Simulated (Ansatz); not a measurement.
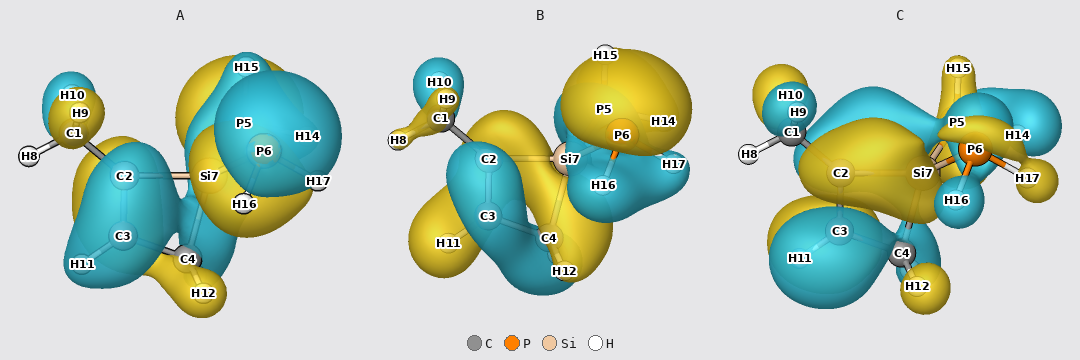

Figure. C4H10P2Si. Three frontier orbitals at ±0.06 Å⁻³ᐟ² (yellow and cyan are the two phases), in no order.

Geometry: PBE-D3(BJ)/def2-SVP.

Level of theory: isolated molecule in a Gaussian basis; Kohn-Sham density functional theory, functional PBE0 in Ansatz.

| atom | x (Å) | y (Å) | z (Å) |
| --- | --- | --- | --- |
| C | -1.6529 | -1.4611 | 0.6620 |
| C | -0.1791 | -1.4227 | 0.4441 |
| C | 0.6228 | -2.2524 | -0.2848 |
| C | 2.0695 | -1.7863 | -0.1910 |
| P | 1.3761 | 1.6833 | -0.0804 |
| P | 1.8058 | -0.2336 | 3.1257 |
| Si | 1.3253 | -0.3845 | 0.8977 |
| H | -2.1266 | -2.3244 | 0.1496 |
| H | -1.8972 | -1.5248 | 1.7437 |
| H | -2.1371 | -0.5329 | 0.2903 |
| H | 0.2837 | -3.1326 | -0.8714 |
| H | 2.7536 | -2.4978 | 0.3180 |
| H | 2.5282 | -1.4925 | -1.1592 |
| H | 2.6236 | 2.0431 | 0.5501 |
| H | 0.6007 | 2.2762 | 0.9823 |
| H | 2.0984 | -1.6415 | 3.2442 |
| H | 3.1838 | 0.1127 | 2.8786 |

Which picture is the HOMO−1, the HOMO and the LUMO?

Answer. B is the HOMO−1 (−7.39 eV). Its weight (Hirshfeld) is mainly on P6 (about 30 %), C4 (about 15 %), Si7 (about 10 %), C3 (about 10 %), C2 (about 10 %) and P5 (about 10 %). A is the HOMO (−6.99 eV). By Hirshfeld shares it lies mainly on P6 (about 30 %), P5 (about 20 %), C3 (about 15 %), Si7 (about 10 %) and C2 (about 10 %). C is the LUMO (−0.30 eV). Its weight (Hirshfeld) is mainly on C3 (about 30 %), C2 (about 20 %), Si7 (about 10 %), P5 (about 10 %) and P6 (about 5 %).

What is the HOMO–LUMO gap?

Answer. 6.69 eV between the orbital energies.
